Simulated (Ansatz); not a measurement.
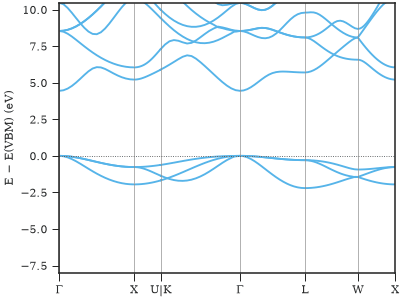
*Band structure from r²SCAN (plane waves, PAW; program Ansatz)*

Read off the gap and where the band edges lie.

About 4.4 eV (4.45 eV by a search for the band edges); maximum at Γ, minimum at Γ.

The material is NaI (rock salt, space group No. 225).

Space group Fm-3m (rock salt). Symmetry was held in the r²SCAN relaxation; phonons on a q-mesh show no instability. Scalar-relativistic: spin–orbit coupling is off unless named, which matters more the heavier the elements.

Potentials: the later of the program's two PAW sets.
